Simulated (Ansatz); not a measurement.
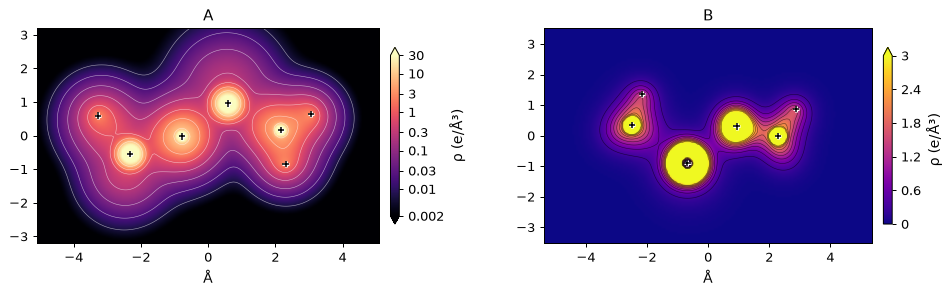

The electron density of 2 systems, each on a plane through atoms (crosses mark nuclei in the plane).

Method: UKS PBE0-D4/def2-TZVPP (Ansatz).

System 1: AlH$_{5}$NOSi (doublet), the plane of atoms Al2, N1 and H6. Geometry: PBE0-D4/def2-TZVP.

```yaml
atoms:
  - { symbol: N, position_ang: [-0.9338, 1.6654, -1.7200] }
  - { symbol: Al, position_ang: [0.4658, 0.6826, -1.2708] }
  - { symbol: O, position_ang: [0.3472, -0.2594, 0.1299] }
  - { symbol: Si, position_ang: [0.6713, -1.2806, 1.3493] }
  - { symbol: H, position_ang: [-0.9792, 2.2631, -2.5286] }
  - { symbol: H, position_ang: [-1.7958, 1.7011, -1.1973] }
  - { symbol: H, position_ang: [0.5604, -0.5715, 2.6523] }
  - { symbol: H, position_ang: [2.0478, -1.8354, 1.2292] }
  - { symbol: H, position_ang: [-0.2952, -2.4115, 1.3389] }
```

System 2: C$_{2}$H$_{6}$InO (SMILES C[O][In][CH3]) (doublet), the plane of atoms O2, In3 and C4. Geometry: PBE0-D4/def2-TZVP; core potentials replace the inner electrons of In.

```yaml
atoms:
  - { symbol: C, position_ang: [-1.2152, 1.7509, 0.8973] }
  - { symbol: O, position_ang: [-0.4667, 0.6151, 0.5925] }
  - { symbol: In, position_ang: [0.3054, 0.0149, -1.1660] }
  - { symbol: C, position_ang: [1.3083, -1.9282, -0.8736] }
  - { symbol: H, position_ang: [-0.7891, 2.6751, 0.4812] }
  - { symbol: H, position_ang: [-1.2546, 1.8756, 1.9870] }
  - { symbol: H, position_ang: [-2.2523, 1.6771, 0.5403] }
  - { symbol: H, position_ang: [1.3923, -2.0603, 0.2053] }
  - { symbol: H, position_ang: [2.2869, -1.9139, -1.3501] }
  - { symbol: H, position_ang: [0.6849, -2.7062, -1.3139] }
```

Question: Which map belongs to which system?

Answer: Panel A is system 1, AlH$_{5}$NOSi: the plane holds N, Al, O, Si and H. Si–O (1.62 Å): ρ is about 1.2 e/Å³ halfway. Panel B is system 2, C$_{2}$H$_{6}$InO: the plane holds C, O, In and H. C–O (1.39 Å): the density is about 2.1 e/Å³ at the midpoint, with its minimum of 1.8 e/Å³ about 0.5 Å from C.
